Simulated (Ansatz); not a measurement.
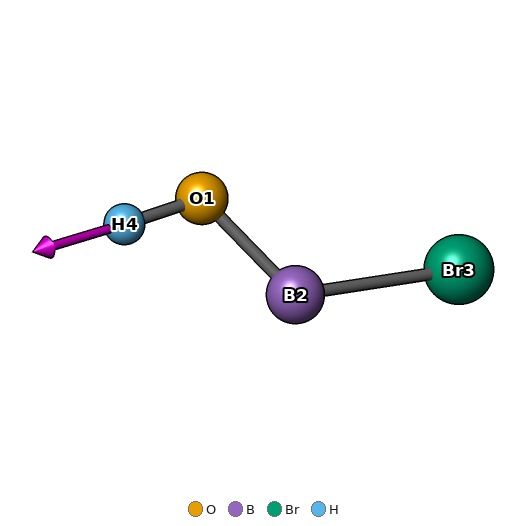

The arrows show one normal mode. State: neutral, doublet. Harmonic vibrations computed with UKS PBE0-D4/def2-TZVP (Ansatz 0.2.0) at a stationary point of the same level.

**What kind of motion is it?**

Mostly O–H stretching.

**Estimate its harmonic wavenumber.**

3869 cm⁻¹; it is mode 6 of 6 counted from the lowest.
